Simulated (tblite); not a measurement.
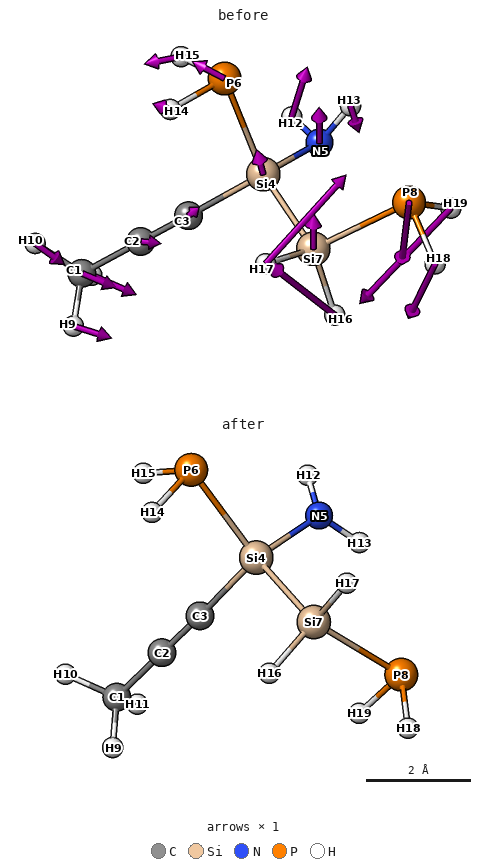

The structure of C3H11NP2Si2 before (top) and after (bottom) a relaxation, at one scale. The purple arrows give the displacements, at their true length.

The picture is a ball-and-stick view, seen at a tilt.

Level of theory: tblite, GFN2-xTB geometry optimisation, gas phase. 

Question: What changed between the two?

Answer: The energy falls by 41.4 kJ/mol in 270 geometry steps. The largest move after the best rigid fit is that of H19, 2.85 Å. Largest moves by element: H 2.85 Å, P 1.99 Å, N 0.88 Å, Si 0.78 Å, C 0.73 Å. Among the contacts that change: Si4–P6 2.209 → 2.260 Å, P8–H18 1.427 → 1.379 Å, P6–H14 1.419 → 1.382 Å, C1–C2 1.478 → 1.445 Å. Bond angles that change, for instance: Si4–N5–H12 108.6° → 121.6°, Si4–N5–H13 108.9° → 119.6°, N5–Si4–Si7 114.4° → 106.6°. Groups turn about Si4–Si7 by about 95°.
